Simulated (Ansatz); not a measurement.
The compound is CsPbBr3 (space group Pm-3m, No. 221), taken as coordinates from a relaxation with DFT, r2SCAN, plane waves, PAW (Ansatz).

```
Cs Pb Br
1.0
     5.94292    0.00000    0.00000
     0.00000    5.94292    0.00000
     0.00000    0.00000    5.94292
Cs Pb Br
1 1 3
Direct
  0.00000 0.00000 0.00000
  0.50000 0.50000 0.50000
  0.00000 0.50000 0.50000
  0.50000 0.00000 0.50000
  0.50000 0.50000 0.00000
```

Describe how the polyhedra about Pb are linked (bonds: Br–Pb below 3.3 Å).

Pb: PbBr6 octahedron, sharing corners with six neighbours.

They form a three-dimensional framework of corner-sharing octahedra.

Centre to centre across a shared corner: 5.94 Å.

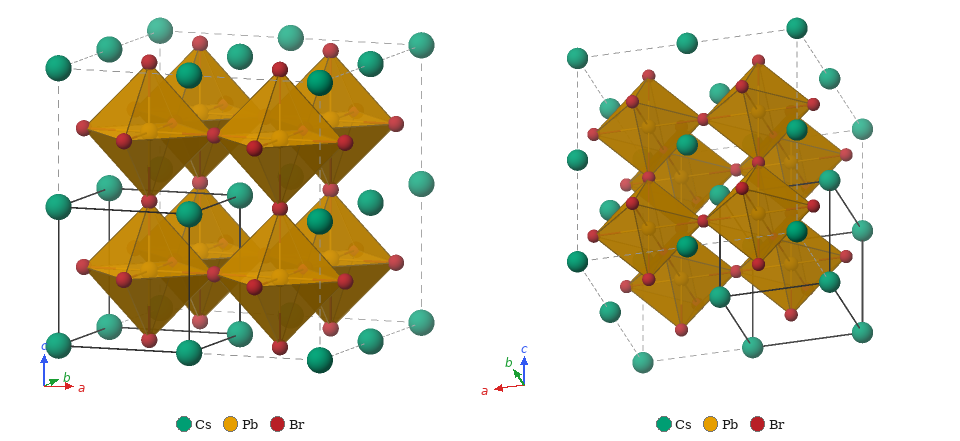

Polyhedra are drawn about Pb (bonds: Br–Pb below 3.3 Å); other atoms are plain spheres. Two views of the same piece.
